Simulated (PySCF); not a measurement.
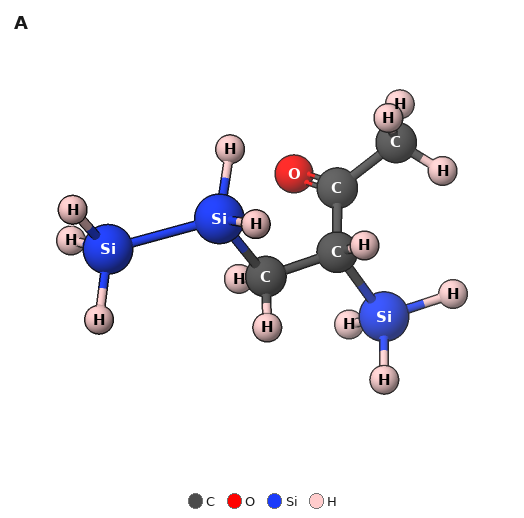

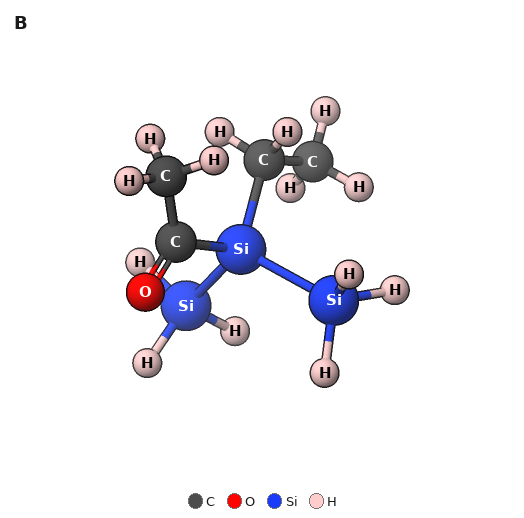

2 stationary structures of one formula. Geometries: GFN2-xTB. Electronic energies: PBE0/pcSseg-1 (PySCF 2.14.0), without zero-point energy. No frequency run is at hand to confirm each as a minimum. Each is one conformer, not always the lowest.

How are they related?

Answer. They are constitutional isomers of C4H14OSi3: A `CC(=O)[C@H]([SiH3])C[SiH2][SiH3]`, B `CC[Si]([SiH3])([SiH3])C(C)=O`.

Rank them by energy, lowest first.

Answer. B is lowest; A lies 0.124 eV above it.

The geometry is semi-empirical. Around Si such bond lengths and angles can be off by a tenth of an ångström or more and by several degrees, and values that hang on the shape move with them.
